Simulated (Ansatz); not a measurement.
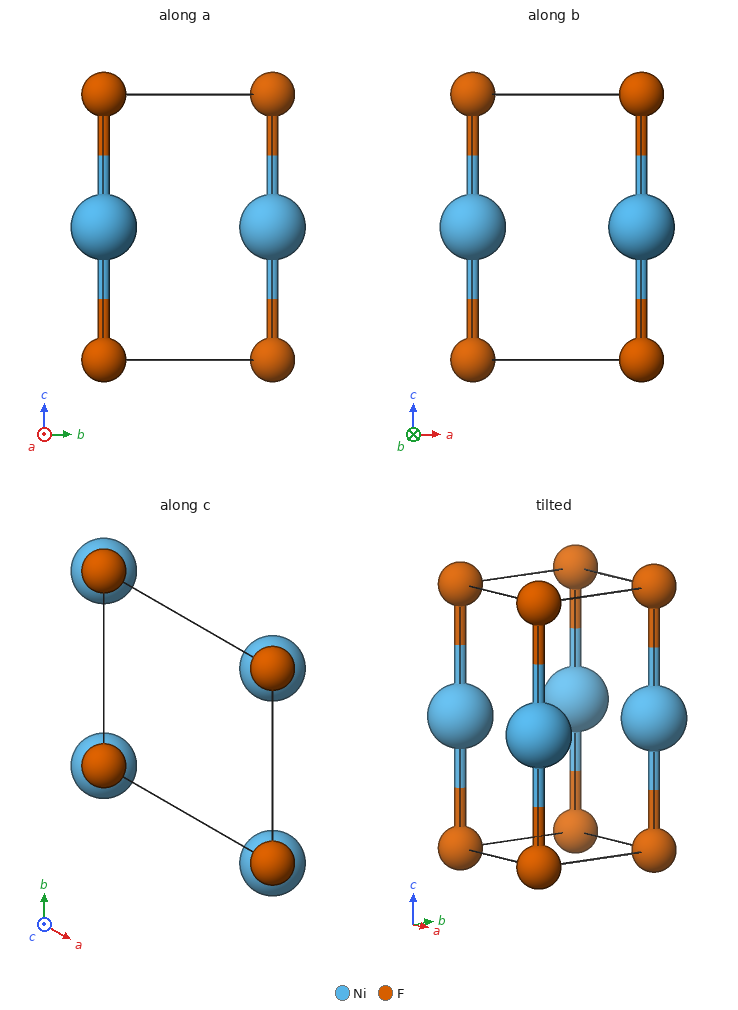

A ball-and-stick rendering, viewed along the a axis, along the b axis, along the c axis and slightly off an axis. The lines enclose the conventional unit cell; boundary atoms appear with their images.

Lattice parameters: a = 2.6902 Å, b = 2.6902 Å, c = 3.6661 Å, α = 90.000°, β = 90.000°, γ = 120.000°.

Write down what is shown as a CIF with its space group and independent sites.

Answer.
```cif
data_structure
_symmetry_space_group_name_H-M 'P 6/m m m'
_symmetry_Int_Tables_number 191
_cell_length_a 2.6902
_cell_length_b 2.6902
_cell_length_c 3.6661
_cell_angle_alpha 90.000
_cell_angle_beta 90.000
_cell_angle_gamma 120.000
_cell_volume 22.98
loop_
_atom_site_label
_atom_site_type_symbol
_atom_site_symmetry_multiplicity
_atom_site_Wyckoff_symbol
_atom_site_fract_x
_atom_site_fract_y
_atom_site_fract_z
_atom_site_occupancy
Ni1 Ni 1 b 0.0000 0.0000 0.5000 1
F1 F 1 a 0.0000 0.0000 0.0000 1
```

Source of the structure: a random cell made by a generator, so it need not be a real form of the compound. What is shown is the relaxed result from Ansatz 0.2.0, DFT PBE, scalar-relativistic, plane waves, PAW.
